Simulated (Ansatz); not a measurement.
# BHS (triplet): PBE, BLYP, r2SCAN, B97M-V, PBE0, B3LYP over vertical spin and charge gaps, def2-QZVPP

How well do these functionals follow the top wave-function level for BHS (triplet) over vertical spin and charge gaps?

Computed with Ansatz 0.2.0, Gaussian basis. Level: def2-QZVPP, all electrons in the functionals.

Plan: PBE, BLYP, r2SCAN, B97M-V, PBE0, B3LYP, at charge 0, triplet; charge 0, singlet; charge 0, quintet; charge 1, doublet; charge 1, quartet.

2 further runs of the same task are left out: 2 set aside as unsound or not needed.

### Step 1. The system

The geometry is a PBE0/def2-TZVP stationary point (not a proven minimum).

3 atoms, charge 0, spin multiplicity 3.

Atoms are counted from 1 here; the program's logs count them from 0.

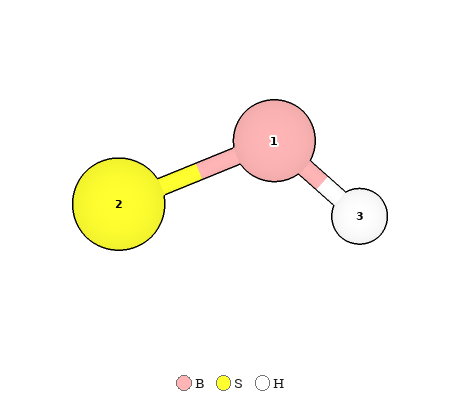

The geometry (boron pink, sulfur yellow, hydrogen white); atoms are numbered from 1 in the order of the file.

Geometry (Å):

```xyz
3

B     0.0000   -0.1942    1.2660
S     0.0000    0.0402   -0.4877
H     0.0000    0.8027    1.9354
```

No dispersion term is added; B97M-V holds VV10 nonlocal correlation. B3LYP takes the VWN-RPA correlation.

The geometry shown and the zero of energy belong to the point charge 0, triplet. The yardstick, UCCSD(T), and other wave-function levels (R restricted, U unrestricted, valence and pair active spaces) come from earlier runs.

### Step 2. PBE, charge 0, triplet

Input file in.yaml:

```yaml
crystal:
  periodic: [false, false, false]
  atoms:
    - {symbol: B, position_ang: [0.000000, -0.194210, 1.266050]}
    - {symbol: S, position_ang: [0.000000, 0.040248, -0.487697]}
    - {symbol: H, position_ang: [0.000000, 0.802670, 1.935360]}
basis:
  gaussian: {orbitals: "def2-QZVPP.json"}
magnetization: {spin_polarized: true, initial_magnetization: 2}
hamiltonian: {xc: {name: PBE}}
output: {orbitals: {seedname: orbitals}}
```

Started as:

```bash
$ ansatz run in.yaml --threads 1 --pin off --events-out ev --progress --plain --max-ram 2393MiB
```

What it wrote (excerpt; [...] marks lines left out):

```text
Functional definition: PBE
  name "PBE"
  cite "Perdew, Burke & Ernzerhof, Phys. Rev. Lett. 77, 3865 (1996) doi:10.1103/PhysRevLett.77.3865"
  parent pbe
[...]
583 factors; their error is unknown
[...]
mean field -11519.79721821 eV, -423.3447393703 hartree, gradient 1.5e-5 eV, S^2 2.005092; 4 other end points of the search recorded, 0 dependent functions left out
reference -11519.79725546 eV, -423.3447407393 hartree; 12, 10 occupied and 145, 147 virtual orbitals, 583 factors
Total energy: -11519.79725546 eV, -423.3447407393 hartree
```

Run time: 6.5 s. Hardware: 1 thread of Arm Neoverse V1, shared host.

From the report: ⟨S²⟩ of the determinant 2.005 (pure triplet: 2.00).

### Step 3. PBE, charge 0, singlet

in.yaml: that of step 2 with these lines changed.

```diff
@@ -8,3 +8,3 @@
   gaussian: {orbitals: "def2-QZVPP.json"}
-magnetization: {spin_polarized: true, initial_magnetization: 2}
+magnetization: {spin_polarized: true, initial_magnetization: 0}
 hamiltonian: {xc: {name: PBE}}
```

The command is unchanged.

What it wrote (excerpt; [...] marks lines left out):

```text
Functional definition: PBE
  name "PBE"
  cite "Perdew, Burke & Ernzerhof, Phys. Rev. Lett. 77, 3865 (1996) doi:10.1103/PhysRevLett.77.3865"
  parent pbe
[...]
583 factors; their error is unknown
[...]
mean field -11521.73965893 eV, -423.4161227499 hartree, gradient 1.3e-5 eV, S^2 0.000000; 1 other end points of the search recorded, 0 dependent functions left out
reference -11521.73969285 eV, -423.4161239965 hartree; 11, 11 occupied and 146, 146 virtual orbitals, 583 factors
Total energy: -11521.73969285 eV, -423.4161239965 hartree
```

Wall time 3.3 s (1 thread of Arm Neoverse V1, shared host).

From the report: ⟨S²⟩ of the determinant 0.000 (pure singlet: 0.00).

From charge 0, triplet: -187.4 kJ/mol.

### Step 4. PBE, charge 0, quintet

in.yaml: that of step 3 with these lines changed.

```diff
@@ -8,3 +8,3 @@
   gaussian: {orbitals: "def2-QZVPP.json"}
-magnetization: {spin_polarized: true, initial_magnetization: 0}
+magnetization: {spin_polarized: true, initial_magnetization: 4}
 hamiltonian: {xc: {name: PBE}}
```

The command is unchanged.

What it wrote (excerpt; [...] marks lines left out):

```text
Functional definition: PBE
  name "PBE"
  cite "Perdew, Burke & Ernzerhof, Phys. Rev. Lett. 77, 3865 (1996) doi:10.1103/PhysRevLett.77.3865"
  parent pbe
[...]
583 factors; their error is unknown
[...]
mean field -11515.54845132 eV, -423.1886000668 hartree, gradient 5.4e-5 eV, S^2 6.005498; 6 other end points of the search recorded, 0 dependent functions left out
reference -11515.54849261 eV, -423.1886015842 hartree; 13, 9 occupied and 144, 148 virtual orbitals, 583 factors
Total energy: -11515.54849261 eV, -423.1886015842 hartree
```

Run time: 7 s. Hardware: 1 thread of Arm Neoverse V1, shared host.

From the report: ⟨S²⟩ of the determinant 6.005 (pure quintet: 6.00).

From charge 0, triplet: +409.9 kJ/mol.

### Step 5. PBE, charge 1, doublet

in.yaml: that of step 4 with these lines changed.

```diff
@@ -8,3 +8,4 @@
   gaussian: {orbitals: "def2-QZVPP.json"}
-magnetization: {spin_polarized: true, initial_magnetization: 4}
+total_charge: 1
+magnetization: {spin_polarized: true, initial_magnetization: 1}
 hamiltonian: {xc: {name: PBE}}
```

Launched as before.

What it wrote (excerpt; [...] marks lines left out):

```text
Functional definition: PBE
  name "PBE"
  cite "Perdew, Burke & Ernzerhof, Phys. Rev. Lett. 77, 3865 (1996) doi:10.1103/PhysRevLett.77.3865"
  parent pbe
[...]
583 factors; their error is unknown
[...]
mean field -11511.21064322 eV, -423.0291885596 hartree, gradient 3.4e-6 eV, S^2 0.756976; 4 other end points of the search recorded, 0 dependent functions left out
reference -11511.21067846 eV, -423.0291898544 hartree; 11, 10 occupied and 146, 147 virtual orbitals, 583 factors
Total energy: -11511.21067846 eV, -423.0291898544 hartree
```

Run time: 7.5 s. Hardware: 1 thread of Arm Neoverse V1, shared host.

From the report: ⟨S²⟩ of the determinant 0.757 (pure doublet: 0.75).

From charge 0, triplet: +828.5 kJ/mol.

### Step 6. PBE, charge 1, quartet

in.yaml: that of step 5 with these lines changed.

```diff
@@ -9,3 +9,3 @@
 total_charge: 1
-magnetization: {spin_polarized: true, initial_magnetization: 1}
+magnetization: {spin_polarized: true, initial_magnetization: 3}
 hamiltonian: {xc: {name: PBE}}
```

Launched as before.

What it wrote (excerpt; [...] marks lines left out):

```text
Functional definition: PBE
  name "PBE"
  cite "Perdew, Burke & Ernzerhof, Phys. Rev. Lett. 77, 3865 (1996) doi:10.1103/PhysRevLett.77.3865"
  parent pbe
[...]
583 factors; their error is unknown
[...]
mean field -11508.72500573 eV, -422.9378430666 hartree, gradient 8.2e-6 eV, S^2 3.754469; 4 other end points of the search recorded, 0 dependent functions left out
reference -11508.72504671 eV, -422.9378445724 hartree; 12, 9 occupied and 145, 148 virtual orbitals, 583 factors
Total energy: -11508.72504671 eV, -422.9378445724 hartree
```

Wall time 6 s (1 thread of Arm Neoverse V1, shared host).

From the report: ⟨S²⟩ of the determinant 3.754 (pure quartet: 3.75).

From charge 0, triplet: +1068.3 kJ/mol.

### Step 7. BLYP, charge 0, triplet

Input file in.yaml:

```yaml
crystal:
  periodic: [false, false, false]
  atoms:
    - {symbol: B, position_ang: [0.000000, -0.194210, 1.266050]}
    - {symbol: S, position_ang: [0.000000, 0.040248, -0.487697]}
    - {symbol: H, position_ang: [0.000000, 0.802670, 1.935360]}
basis:
  gaussian: {orbitals: "def2-QZVPP.json"}
magnetization: {spin_polarized: true, initial_magnetization: 2}
hamiltonian: {xc: {name: BLYP}}
```

Same command.

What it wrote (excerpt; [...] marks lines left out):

```text
Functional definition: BLYP
  name "BLYP"
  cite "Becke, Phys. Rev. A 38, 3098 (1988) doi:10.1103/PhysRevA.38.3098"
  cite "Lee, Yang & Parr, Phys. Rev. B 37, 785 (1988) doi:10.1103/PhysRevB.37.785"
[...]
583 factors; their error is unknown
[...]
mean field -11525.41781309 eV, -423.5512924221 hartree, gradient 2.4e-5 eV, S^2 2.003893; 4 other end points of the search recorded, 0 dependent functions left out
reference -11525.41807691 eV, -423.5513021175 hartree; 12, 10 occupied and 145, 147 virtual orbitals, 583 factors
Total energy: -11525.41807691 eV, -423.5513021175 hartree
```

Wall time 6.5 s (1 thread of Arm Neoverse V1, shared host).

From the report: ⟨S²⟩ of the determinant 2.004 (pure triplet: 2.00).

### Step 8. BLYP, charge 0, singlet

in.yaml: that of step 7 with these lines changed.

```diff
@@ -8,3 +8,3 @@
   gaussian: {orbitals: "def2-QZVPP.json"}
-magnetization: {spin_polarized: true, initial_magnetization: 2}
+magnetization: {spin_polarized: true, initial_magnetization: 0}
 hamiltonian: {xc: {name: BLYP}}
```

Same command.

What it wrote (excerpt; [...] marks lines left out):

```text
Functional definition: BLYP
  name "BLYP"
  cite "Becke, Phys. Rev. A 38, 3098 (1988) doi:10.1103/PhysRevA.38.3098"
  cite "Lee, Yang & Parr, Phys. Rev. B 37, 785 (1988) doi:10.1103/PhysRevB.37.785"
[...]
583 factors; their error is unknown
[...]
mean field -11527.40810626 eV, -423.6244343471 hartree, gradient 9.9e-6 eV, S^2 0.000000; 1 other end points of the search recorded, 0 dependent functions left out
reference -11527.40836457 eV, -423.6244438401 hartree; 11, 11 occupied and 146, 146 virtual orbitals, 583 factors
Total energy: -11527.40836457 eV, -423.6244438401 hartree
```

Run time: 3.4 s. Hardware: 1 thread of Arm Neoverse V1, shared host.

From the report: ⟨S²⟩ of the determinant 0.000 (pure singlet: 0.00).

From charge 0, triplet: -192.0 kJ/mol.

### Step 9. BLYP, charge 0, quintet

in.yaml: that of step 8 with these lines changed.

```diff
@@ -8,3 +8,3 @@
   gaussian: {orbitals: "def2-QZVPP.json"}
-magnetization: {spin_polarized: true, initial_magnetization: 0}
+magnetization: {spin_polarized: true, initial_magnetization: 4}
 hamiltonian: {xc: {name: BLYP}}
```

Launched as before.

What it wrote (excerpt; [...] marks lines left out):

```text
Functional definition: BLYP
  name "BLYP"
  cite "Becke, Phys. Rev. A 38, 3098 (1988) doi:10.1103/PhysRevA.38.3098"
  cite "Lee, Yang & Parr, Phys. Rev. B 37, 785 (1988) doi:10.1103/PhysRevB.37.785"
[...]
583 factors; their error is unknown
[...]
mean field -11520.97812108 eV, -423.3881367503 hartree, gradient 4.1e-5 eV, S^2 6.004359; 6 other end points of the search recorded, 0 dependent functions left out
reference -11520.97838788 eV, -423.3881465549 hartree; 13, 9 occupied and 144, 148 virtual orbitals, 583 factors
Total energy: -11520.97838788 eV, -423.3881465549 hartree
```

Wall time 8 s (1 thread of Arm Neoverse V1, shared host).

From the report: ⟨S²⟩ of the determinant 6.004 (pure quintet: 6.00).

From charge 0, triplet: +428.4 kJ/mol.

### Step 10. BLYP, charge 1, doublet

in.yaml: that of step 9 with these lines changed.

```diff
@@ -8,3 +8,4 @@
   gaussian: {orbitals: "def2-QZVPP.json"}
-magnetization: {spin_polarized: true, initial_magnetization: 4}
+total_charge: 1
+magnetization: {spin_polarized: true, initial_magnetization: 1}
 hamiltonian: {xc: {name: BLYP}}
```

Launched as before.

What it wrote (excerpt; [...] marks lines left out):

```text
Functional definition: BLYP
  name "BLYP"
  cite "Becke, Phys. Rev. A 38, 3098 (1988) doi:10.1103/PhysRevA.38.3098"
  cite "Lee, Yang & Parr, Phys. Rev. B 37, 785 (1988) doi:10.1103/PhysRevB.37.785"
[...]
583 factors; their error is unknown
[...]
mean field -11517.01659377 eV, -423.2425533070 hartree, gradient 3.5e-6 eV, S^2 0.755518; 4 other end points of the search recorded, 0 dependent functions left out
reference -11517.01685479 eV, -423.2425628990 hartree; 11, 10 occupied and 146, 147 virtual orbitals, 583 factors
Total energy: -11517.01685479 eV, -423.2425628990 hartree
```

Wall time 12 s (1 thread of Arm Neoverse V1, shared host); peak memory 0.25 GiB.

From the report: ⟨S²⟩ of the determinant 0.756 (pure doublet: 0.75).

From charge 0, triplet: +810.6 kJ/mol.

### Step 11. BLYP, charge 1, quartet

in.yaml: that of step 10 with these lines changed.

```diff
@@ -9,3 +9,3 @@
 total_charge: 1
-magnetization: {spin_polarized: true, initial_magnetization: 1}
+magnetization: {spin_polarized: true, initial_magnetization: 3}
 hamiltonian: {xc: {name: BLYP}}
```

The command is unchanged.

What it wrote (excerpt; [...] marks lines left out):

```text
Functional definition: BLYP
  name "BLYP"
  cite "Becke, Phys. Rev. A 38, 3098 (1988) doi:10.1103/PhysRevA.38.3098"
  cite "Lee, Yang & Parr, Phys. Rev. B 37, 785 (1988) doi:10.1103/PhysRevB.37.785"
[...]
583 factors; their error is unknown
[...]
mean field -11514.46030319 eV, -423.1486113606 hartree, gradient 1.7e-5 eV, S^2 3.753550; 4 other end points of the search recorded, 0 dependent functions left out
reference -11514.46057747 eV, -423.1486214404 hartree; 12, 9 occupied and 145, 148 virtual orbitals, 583 factors
Total energy: -11514.46057747 eV, -423.1486214404 hartree
```

It took 6.5 s on 1 thread of Arm Neoverse V1, shared host.

From the report: ⟨S²⟩ of the determinant 3.754 (pure quartet: 3.75).

From charge 0, triplet: +1057.2 kJ/mol.

### Step 12. r2SCAN, charge 0, triplet

in.yaml: that of step 11 with these lines changed.

```diff
@@ -8,4 +8,3 @@
   gaussian: {orbitals: "def2-QZVPP.json"}
-total_charge: 1
-magnetization: {spin_polarized: true, initial_magnetization: 3}
-hamiltonian: {xc: {name: BLYP}}
+magnetization: {spin_polarized: true, initial_magnetization: 2}
+hamiltonian: {xc: {name: r2SCAN}}
```

Same command.

What it wrote (excerpt; [...] marks lines left out):

```text
Functional definition: r2SCAN
  name "r2SCAN"
  cite "Furness, Kaplan, Ning, Perdew & Sun, J. Phys. Chem. Lett. 11, 8208 (2020) doi:10.1021/acs.jpclett.0c02405"
  cite "Furness, Kaplan, Ning, Perdew & Sun, J. Phys. Chem. Lett. 11, 9248 (2020) doi:10.1021/acs.jpclett.0c03077"
  parent r2scan
[...]
583 factors; their error is unknown
[...]
mean field -11524.50280232 eV, -423.5176663968 hartree, gradient 2.4e-5 eV, S^2 2.009382; 4 other end points of the search recorded, 0 dependent functions left out
reference -11524.50281723 eV, -423.5176669448 hartree; 12, 10 occupied and 145, 147 virtual orbitals, 583 factors
Total energy: -11524.50281723 eV, -423.5176669448 hartree
```

Run time: 14 s. Hardware: 1 thread of Arm Neoverse V1, shared host; peak memory 0.25 GiB.

From the report: ⟨S²⟩ of the determinant 2.009 (pure triplet: 2.00).

### Step 13. r2SCAN, charge 0, singlet

in.yaml: that of step 12 with these lines changed.

```diff
@@ -8,3 +8,3 @@
   gaussian: {orbitals: "def2-QZVPP.json"}
-magnetization: {spin_polarized: true, initial_magnetization: 2}
+magnetization: {spin_polarized: true, initial_magnetization: 0}
 hamiltonian: {xc: {name: r2SCAN}}
```

The command is unchanged.

What it wrote (excerpt; [...] marks lines left out):

```text
Functional definition: r2SCAN
  name "r2SCAN"
  cite "Furness, Kaplan, Ning, Perdew & Sun, J. Phys. Chem. Lett. 11, 8208 (2020) doi:10.1021/acs.jpclett.0c02405"
  cite "Furness, Kaplan, Ning, Perdew & Sun, J. Phys. Chem. Lett. 11, 9248 (2020) doi:10.1021/acs.jpclett.0c03077"
  parent r2scan
[...]
583 factors; their error is unknown
[...]
mean field -11526.14533543 eV, -423.5780283751 hartree, gradient 3.7e-6 eV, S^2 0.035808; 5 other end points of the search recorded, 0 dependent functions left out
reference -11526.14534932 eV, -423.5780288854 hartree; 11, 11 occupied and 146, 146 virtual orbitals, 583 factors
Total energy: -11526.14534932 eV, -423.5780288854 hartree
```

Run time: 24 s. Hardware: 1 thread of Arm Neoverse V1, shared host; peak memory 0.29 GiB.

From the report: ⟨S²⟩ of the determinant 0.036 (pure singlet: 0.00).

From charge 0, triplet: -158.5 kJ/mol.

### Step 14. r2SCAN, charge 0, quintet

in.yaml: that of step 13 with these lines changed.

```diff
@@ -8,3 +8,3 @@
   gaussian: {orbitals: "def2-QZVPP.json"}
-magnetization: {spin_polarized: true, initial_magnetization: 0}
+magnetization: {spin_polarized: true, initial_magnetization: 4}
 hamiltonian: {xc: {name: r2SCAN}}
```

Same command.

What it wrote (excerpt; [...] marks lines left out):

```text
Functional definition: r2SCAN
  name "r2SCAN"
  cite "Furness, Kaplan, Ning, Perdew & Sun, J. Phys. Chem. Lett. 11, 8208 (2020) doi:10.1021/acs.jpclett.0c02405"
  cite "Furness, Kaplan, Ning, Perdew & Sun, J. Phys. Chem. Lett. 11, 9248 (2020) doi:10.1021/acs.jpclett.0c03077"
  parent r2scan
[...]
583 factors; their error is unknown
[...]
mean field -11520.30444855 eV, -423.3633797415 hartree, gradient 3.3e-5 eV, S^2 6.010412; 1 other end points of the search recorded, 0 dependent functions left out
reference -11520.30446555 eV, -423.3633803661 hartree; 13, 9 occupied and 144, 148 virtual orbitals, 583 factors
Total energy: -11520.30446555 eV, -423.3633803661 hartree
```

Run time: 7 s. Hardware: 1 thread of Arm Neoverse V1, shared host.

From the report: ⟨S²⟩ of the determinant 6.010 (pure quintet: 6.00).

From charge 0, triplet: +405.1 kJ/mol.

### Step 15. r2SCAN, charge 1, doublet

in.yaml: that of step 14 with these lines changed.

```diff
@@ -8,3 +8,4 @@
   gaussian: {orbitals: "def2-QZVPP.json"}
-magnetization: {spin_polarized: true, initial_magnetization: 4}
+total_charge: 1
+magnetization: {spin_polarized: true, initial_magnetization: 1}
 hamiltonian: {xc: {name: r2SCAN}}
```

The command is unchanged.

What it wrote (excerpt; [...] marks lines left out):

```text
Functional definition: r2SCAN
  name "r2SCAN"
  cite "Furness, Kaplan, Ning, Perdew & Sun, J. Phys. Chem. Lett. 11, 8208 (2020) doi:10.1021/acs.jpclett.0c02405"
  cite "Furness, Kaplan, Ning, Perdew & Sun, J. Phys. Chem. Lett. 11, 9248 (2020) doi:10.1021/acs.jpclett.0c03077"
  parent r2scan
[...]
583 factors; their error is unknown
[...]
mean field -11515.69375213 eV, -423.1939397731 hartree, gradient 6.0e-6 eV, S^2 0.765108; 4 other end points of the search recorded, 0 dependent functions left out
reference -11515.69376447 eV, -423.1939402266 hartree; 11, 10 occupied and 146, 147 virtual orbitals, 583 factors
Total energy: -11515.69376447 eV, -423.1939402266 hartree
```

Run time: 19 s. Hardware: 1 thread of Arm Neoverse V1, shared host; peak memory 0.29 GiB.

From the report: ⟨S²⟩ of the determinant 0.765 (pure doublet: 0.75).

From charge 0, triplet: +849.9 kJ/mol.

### Step 16. r2SCAN, charge 1, quartet

in.yaml: that of step 15 with these lines changed.

```diff
@@ -9,3 +9,3 @@
 total_charge: 1
-magnetization: {spin_polarized: true, initial_magnetization: 1}
+magnetization: {spin_polarized: true, initial_magnetization: 3}
 hamiltonian: {xc: {name: r2SCAN}}
```

The command is unchanged.

What it wrote (excerpt; [...] marks lines left out):

```text
Functional definition: r2SCAN
  name "r2SCAN"
  cite "Furness, Kaplan, Ning, Perdew & Sun, J. Phys. Chem. Lett. 11, 8208 (2020) doi:10.1021/acs.jpclett.0c02405"
  cite "Furness, Kaplan, Ning, Perdew & Sun, J. Phys. Chem. Lett. 11, 9248 (2020) doi:10.1021/acs.jpclett.0c03077"
  parent r2scan
[...]
583 factors; their error is unknown
[...]
mean field -11513.42984776 eV, -423.1107428221 hartree, gradient 4.5e-5 eV, S^2 3.758896; 1 other end points of the search recorded, 0 dependent functions left out
reference -11513.42986214 eV, -423.1107433507 hartree; 12, 9 occupied and 145, 148 virtual orbitals, 583 factors
Total energy: -11513.42986214 eV, -423.1107433507 hartree
```

Wall time 7 s (1 thread of Arm Neoverse V1, shared host).

From the report: ⟨S²⟩ of the determinant 3.759 (pure quartet: 3.75).

From charge 0, triplet: +1068.4 kJ/mol.

### Step 17. B97M-V, charge 0, triplet

in.yaml: that of step 16 with these lines changed.

```diff
@@ -8,4 +8,3 @@
   gaussian: {orbitals: "def2-QZVPP.json"}
-total_charge: 1
-magnetization: {spin_polarized: true, initial_magnetization: 3}
-hamiltonian: {xc: {name: r2SCAN}}
+magnetization: {spin_polarized: true, initial_magnetization: 2}
+hamiltonian: {xc: {name: B97M-V}}
```

Same command.

What it wrote (excerpt; [...] marks lines left out):

```text
Functional definition: B97M-V
  name "B97M-V"
  cite "Mardirossian & Head-Gordon, J. Chem. Phys. 142, 074111 (2015) doi:10.1063/1.4907719"
  cite "Becke, J. Chem. Phys. 107, 8554 (1997) doi:10.1063/1.475007"
  cite "Vydrov & Van Voorhis, J. Chem. Phys. 133, 244103 (2010) doi:10.1063/1.3521275"
  # Of w^i u^j: cxij and so on, Table III.
[...]
  gx(w, u) = cx00 + cx01*u + cx02*u^2 + (cx10 + cx11*u)*w
[...]
  gos(w, u) = cos00 + cos01*u + cos03*u^3 + cos10*w + cos32*w^3*u^2
[...]
      + integral(e_c_pw_mod_opposite_spin*gos(b97_w_opposite, b97_u_opposite)) + vv10(b, c)
583 factors; their error is unknown
[...]
mean field -11523.04177526 eV, -423.4639746425 hartree, gradient 9.9e-6 eV, S^2 2.006651; 4 other end points of the search recorded, 0 dependent functions left out
reference -11523.04183000 eV, -423.4639766541 hartree; 12, 10 occupied and 145, 147 virtual orbitals, 583 factors
Total energy: -11523.04183000 eV, -423.4639766541 hartree
```

It took 22 s on 1 thread of Arm Neoverse V1, shared host; peak memory 0.29 GiB.

From the report: ⟨S²⟩ of the determinant 2.007 (pure triplet: 2.00).

### Step 18. B97M-V, charge 0, singlet

in.yaml: that of step 17 with these lines changed.

```diff
@@ -8,3 +8,3 @@
   gaussian: {orbitals: "def2-QZVPP.json"}
-magnetization: {spin_polarized: true, initial_magnetization: 2}
+magnetization: {spin_polarized: true, initial_magnetization: 0}
 hamiltonian: {xc: {name: B97M-V}}
```

Launched as before.

What it wrote (excerpt; [...] marks lines left out):

```text
Functional definition: B97M-V
  name "B97M-V"
  cite "Mardirossian & Head-Gordon, J. Chem. Phys. 142, 074111 (2015) doi:10.1063/1.4907719"
  cite "Becke, J. Chem. Phys. 107, 8554 (1997) doi:10.1063/1.475007"
  cite "Vydrov & Van Voorhis, J. Chem. Phys. 133, 244103 (2010) doi:10.1063/1.3521275"
  # Of w^i u^j: cxij and so on, Table III.
[...]
  gx(w, u) = cx00 + cx01*u + cx02*u^2 + (cx10 + cx11*u)*w
[...]
  gos(w, u) = cos00 + cos01*u + cos03*u^3 + cos10*w + cos32*w^3*u^2
[...]
      + integral(e_c_pw_mod_opposite_spin*gos(b97_w_opposite, b97_u_opposite)) + vv10(b, c)
583 factors; their error is unknown
[...]
mean field -11524.92324516 eV, -423.5331173861 hartree, gradient 3.6e-6 eV, S^2 0.000000; 1 other end points of the search recorded, 0 dependent functions left out
reference -11524.92329552 eV, -423.5331192367 hartree; 11, 11 occupied and 146, 146 virtual orbitals, 583 factors
Total energy: -11524.92329552 eV, -423.5331192367 hartree
```

Run time: 25 s. Hardware: 1 thread of Arm Neoverse V1, shared host; peak memory 0.31 GiB.

From the report: ⟨S²⟩ of the determinant 0.000 (pure singlet: 0.00).

From charge 0, triplet: -181.5 kJ/mol.

[end of part 1 of 2]
